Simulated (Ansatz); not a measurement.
# BeAl2Ge2: relaxing a made-up structure, part 2 of 2

Starting from a made-up structure for BeAl2Ge2, the aim is the relaxed cell, its shortest contacts and, where a second run follows, its electronic structure.

Ansatz 0.2.0; DFT, PBE, plane-wave PAW, files of the set soft_1, scalar-relativistic, no spin, cell and ions relaxed at zero pressure; PAW set soft_1 (the session's first sound run).

So far: Starting point; Relaxation of the guess. The relaxed cell has a = 3.983, c = 6.378 Å (conventional setting).

### 3. Electronic structure of the relaxed cell

With the geometry fixed, one more self-consistent run, with a narrower smearing and the mesh shown in its input, gives the bands, and its pressure, and its forces where symmetry allows any, show how far the geometry depends on these settings.

This step: DFT, PBE, plane-wave PAW, files of the set soft_1, scalar-relativistic, no spin, bands and density of states at the relaxed cell; PAW set soft_1 (Ansatz 0.2.0).

Input file input.yaml:

```yaml
crystal:
  lattice:
    - [3.9829038569, 0.0, 0.0]
    - [-1.9914519284, 3.4492959209, 0.0]
    - [0.0, 0.0, 6.3783648654]
  atoms:
    - { symbol: Ge, position: [0.3333333333, 0.6666666667, 0.1930602272] }
    - { symbol: Ge, position: [0.6666666667, 0.3333333333, 0.8069397728] }
    - { symbol: Al, position: [0.3333333333, 0.6666666667, 0.6239936848] }
    - { symbol: Al, position: [0.6666666667, 0.3333333333, 0.3760063152] }
    - { symbol: Be, position: [0.0, 0.0, 0.0] }
kpoints:
  mp_grid: { grid: [10, 10, 6] }
  band_path:
    path:
      - [[0.0, 0.0, 0.0], [0.5, 0.0, 0.0], [0.33333333, 0.33333333, 0.0], [0.0, 0.0, 0.0], [0.0, 0.0, 0.5], [0.5, 0.0, 0.5], [0.33333333, 0.33333333, 0.5], [0.0, 0.0, 0.5]]
      - [[0.5, 0.0, 0.5], [0.5, 0.0, 0.0]]
      - [[0.33333333, 0.33333333, 0.0], [0.33333333, 0.33333333, 0.5]]
    npoints: 8
scf:
  occupations: { method: fermi_dirac, width: 0.03 }
  n_extra_bands: 9
hamiltonian:
  xc: pbe
  pseudopotentials: { kind: paw, azcp: { folder: soft_1 } }
output:
  forces: true
  stress: true
  write_bands: true
  dos: { projected: true }
  write_density: true
  write_potential: true
  elf: true
  volumetric_format: npy
```

Command:

```console
ansatz run input.yaml --threads 4 --pin off --max-ram 8192MiB --backend cpu --events-out ev --progress --plain --runs-dir out
```

Numbers of over 12 decimals in the logs are rounded to 6 here.

What it wrote:

```text
[...]
Crystal: 5 atoms, lattice volume = 87.627 Å³
Basis set: ecut = 420 eV, 1725 PW (Γ), exchange–correlation on 54×54×90 points (8 copies of the dense FFT grid, shifted against one another)
Bands: 27, of which v1, the nominal top of the filled ones, is band 18 counted from 1 (17 counted from 0)
Symmetry: 12 space group operations
[...]
k-points: 72 of 600
[...]
SCF iter   1: F=—  HF=-9756.484366 eV  |F-HF|=—  |Δ(HF+E_count)|=         —  Δρ=2.76e-2  dr2=8.00e-1  ethr=3.10e-3  ⟨swp⟩=6.2  Hψ=9589  notcnv=0
[...]
SCF iter   9: F=-9756.354279 eV  HF=-9756.354279 eV  |F-HF|=3.53e-9  |Δ(HF+E_count)|=   1.74e-8  Δρ=4.25e-6  dr2=1.41e-8  ethr=2.78e-10  ⟨swp⟩=12.3  Hψ=12691  notcnv=0
SCF 1 converged in 9 iterations: F = -9756.354279 eV  dr2 = 1.41e-8
[...]
NSCF: frozen V_eff on 75 k-points
SCF converged after 9 iterations
Free energy (F): -9756.354279 eV
[...]
Internal energy: -9756.350495 eV  (E = F + TS)
E sigma→0 (E₀):  -9756.352387 eV
Entropy (-TS):   -0.003784 eV (-0.757 meV/atom)
Fermi energy:    8.164319 eV
[...]
--- Forces (eV/Å), atoms counted from 1 ---
  atom   1  Ge     0.00000000     0.00000000     0.05640478
  atom   2  Ge    -0.00000000    -0.00000000    -0.05640478
  atom   3  Al     0.00000000    -0.00000000    -0.01171189
  atom   4  Al    -0.00000000     0.00000000     0.01171189
  atom   5  Be     0.00000000    -0.00000000     0.00000000
  max |Σ_I F_I| component: 1.04e-17 eV/Å
--- Stress (GPa, compression-positive) ---
       -0.116535       0.000000      -0.000000
        0.000000      -0.116535       0.000000
       -0.000000       0.000000      -0.425224
  P = ⅓ Tr σ = -0.2194 GPa (-2.194 kbar)
--- Band table (eV; the first three rows and the last of 72) ---
  k-point 0: bands = [... 14 lower, 7.4080, 8.3379, 8.3379, 8.9707, 9.3865, 10.3029, 10.7926, 10.7926, ... 5 higher]
  k-point 1: bands = [... 14 lower, 7.4717, 7.8693, 8.3423, 8.3423, 9.2859, 10.3877, 10.3877, 11.1409, ... 5 higher]
  k-point 2: bands = [... 14 lower, 7.6322, 7.6322, 8.3241, 8.3241, 9.5607, 9.8694, 9.8694, 10.6455, ... 5 higher]
  k-point 71: bands = [... 14 lower, 3.2528, 3.8804, 7.2898, 7.3415, 8.9661, 8.9764, 9.7691, 11.1532, ... 5 higher]
```

Run time: 3.3 s. Hardware: 4 threads of Arm Neoverse V2, shared host; peak memory 0.46 GiB.

The column dr2 measures how far the density is from self-consistency, as an energy; F and HF (Harris–Foulkes) agree once it is small.

This step gave:

```yaml
free_energy: -9756.3543 eV
energy_at_zero_smearing: -9756.3524 eV
smearing_term_ts: 0.003784 eV
fermi_energy: 8.164 eV
pressure: -0.2194 GPa
```

From bands.tsv, the bands that come nearest the Fermi level along the path, at its corners, in eV from the Fermi level:

| point | band 15 | band 16 | band 17 | band 18 | band 19 | band 20 | band 21 | band 22 |
| --- | --- | --- | --- | --- | --- | --- | --- | --- |
| Γ | -0.76 | 0.17 | 0.17 | 0.81 | 1.22 | 2.14 | 2.63 | 2.63 |
| M | -4.68 | -3.43 | -2.94 | -0.34 | -0.09 | 1.44 | 1.73 | 2.53 |
| K | -4.79 | -3.84 | -3.84 | -2.99 | -1.09 | 4.68 | 4.68 | 5.12 |
| Γ | -0.76 | 0.17 | 0.17 | 0.81 | 1.22 | 2.14 | 2.63 | 2.63 |
| A | -0.42 | -0.42 | 0.12 | 0.12 | 1.50 | 1.50 | 1.84 | 1.89 |
| L | -2.33 | -1.85 | -1.76 | -1.63 | 0.07 | 0.11 | 0.88 | 1.69 |
| H | -5.07 | -4.42 | -0.71 | -0.71 | 0.72 | 0.72 | 1.42 | 2.91 |
| A | -0.42 | -0.42 | 0.12 | 0.12 | 1.50 | 1.50 | 1.84 | 1.89 |
| L | -2.33 | -1.85 | -1.76 | -1.63 | 0.07 | 0.11 | 0.88 | 1.69 |
| M | -4.68 | -3.43 | -2.94 | -0.34 | -0.09 | 1.44 | 1.73 | 2.53 |
| K | -4.79 | -3.84 | -3.84 | -2.99 | -1.09 | 4.68 | 4.68 | 5.12 |
| H | -5.07 | -4.42 | -0.71 | -0.71 | 0.72 | 0.72 | 1.42 | 2.91 |

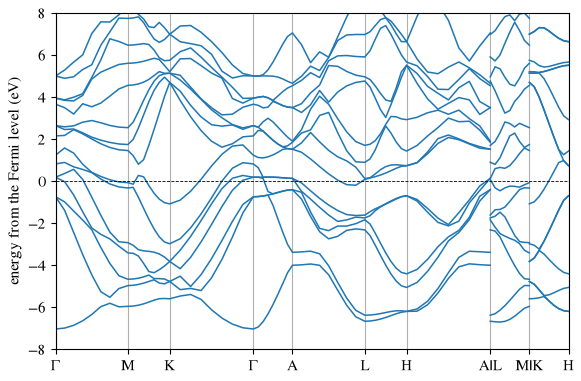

Bands along the path. 12 bands lie wholly below the window drawn.

Counts of states for the cell as run, both spins, by energy window (eV from the Fermi level):

| from | to | total |
| --- | --- | --- |
| -8 | -7 | 0.00 |
| -7 | -6 | 0.95 |
| -6 | -5 | 1.81 |
| -5 | -4 | 1.60 |
| -4 | -3 | 1.86 |
| -3 | -2 | 2.13 |
| -2 | -1 | 2.16 |
| -1 | 0 | 1.49 |
| 0 | 1 | 1.75 |
| 1 | 2 | 2.18 |
| 2 | 3 | 2.62 |
| 3 | 4 | 2.46 |

A further 24.0 states lie below the table's range.

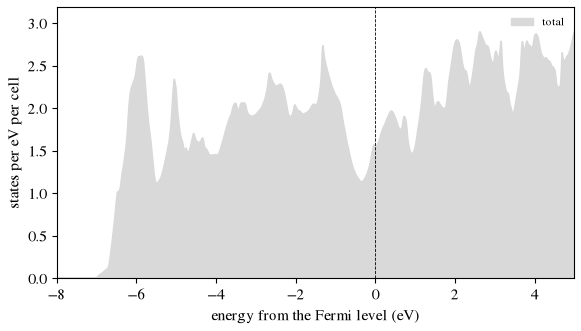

Total density of states, smoothed over about 0.04 eV.

Force by atom:

| atom | x (eV/Å) | y (eV/Å) | z (eV/Å) | size |
| --- | --- | --- | --- | --- |
| Ge1 | 0.0000 | 0.0000 | 0.0564 | 0.0564 |
| Ge2 | 0.0000 | 0.0000 | -0.0564 | 0.0564 |
| Al3 | 0.0000 | 0.0000 | -0.0117 | 0.0117 |
| Al4 | 0.0000 | 0.0000 | 0.0117 | 0.0117 |
| Be5 | 0.0000 | 0.0000 | 0.0000 | 0.0000 |

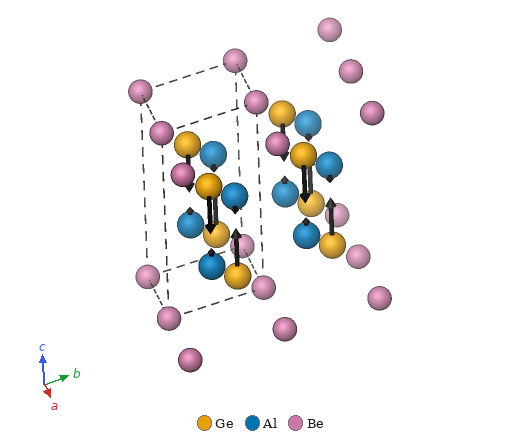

Force as arrows, the longest 0.0564 eV/Å. 2×2×1 cells are drawn. Some periodic images of atoms are drawn too.

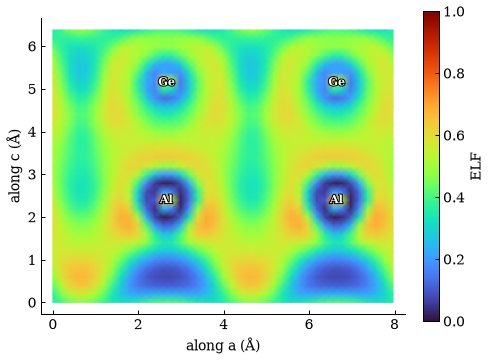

ELF in the ac plane at fractional y = 0.333, with atoms of Ge and Al within 0.2 Å of it. It is the smooth field of the valence electrons, not physical close to the nuclei.

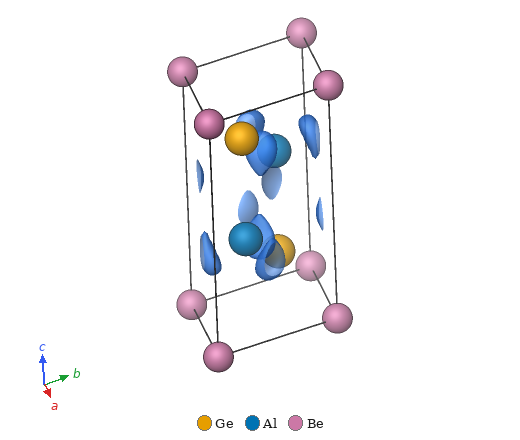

Surface of ELF = 0.73.

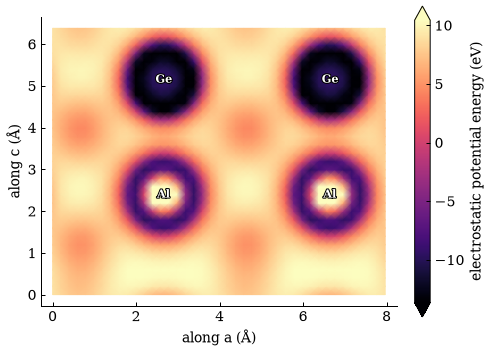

Electrostatic potential energy in the ac plane at fractional y = 0.333, with atoms of Ge and Al within 0.2 Å of it. With pseudopotentials it is smooth inside the atoms' cores, unlike the true potential.

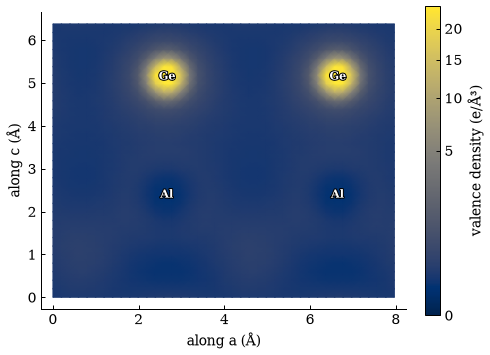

Valence density in the ac plane at fractional y = 0.333, with atoms of Ge and Al within 0.2 Å of it. It is the smooth field of the valence electrons, not physical close to the nuclei. The colour scale is stretched toward low values.

### 4. Results

| Quantity | Value |
| --- | --- |
| space group, relaxed | P-3m1 |
| conventional cell | a = 3.983, b = 3.983, c = 6.378 Å; α = 90.0°, β = 90.0°, γ = 120.0° |
| volume per atom | 17.53 Å³ (guess 16.88) |

BeAl2Ge2 relaxes to P-3m1 with a = 3.983, b = 3.983 and c = 6.378 Å. The guessed volume was 4 % too small. The space group P-3m1 was held in the relaxation, so the end point is a stationary structure within it and may be a saddle against distortions or other arrangements. Bands cross the Fermi level, so it is a metal or semimetal at this level. On the 10×10×6 mesh with the narrower smearing (relaxed on 8×8×4) the largest force component is 0.056 eV/Å and the largest stress component is 0.425 GPa, against the relaxation's thresholds of 0.015 eV/Å and 0.05 GPa. The cutoff wasn't tested. No dispersion term is used, so weakly bound directions may come out too long. Nothing here tests whether the compound is stable against decomposition.

[Logs are printed without paths, hosts, clocks, repeated set-up lines and the standing remarks that a program may print on its own settings, such as how far it seeks lower states.]

[Hosts, paths, dates, database ids (printed as entryN), source tags and the programs' standing remarks are cut or masked in the printed files.]
